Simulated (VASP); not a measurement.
Band structure of ZrB2 (AlB2 type). These are rev-vdW-DF2, VASP's PBE PAW potentials (set 64) (plane waves; VASP 6.6.1) values and carry that method's errors.

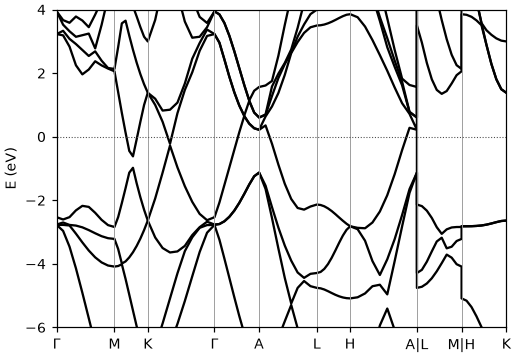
Bands along high-symmetry lines, zero at the valence-band maximum or, without a gap, the Fermi level

**Question.** Read the plot: is there a gap, and where are the band edges?

**Answer.** It has no gap at this level: it comes out as a metal or semimetal. (Edges off the drawn lines would not show.)

The compound is ZrB2 in the AlB2 type structure. It was relaxed first.
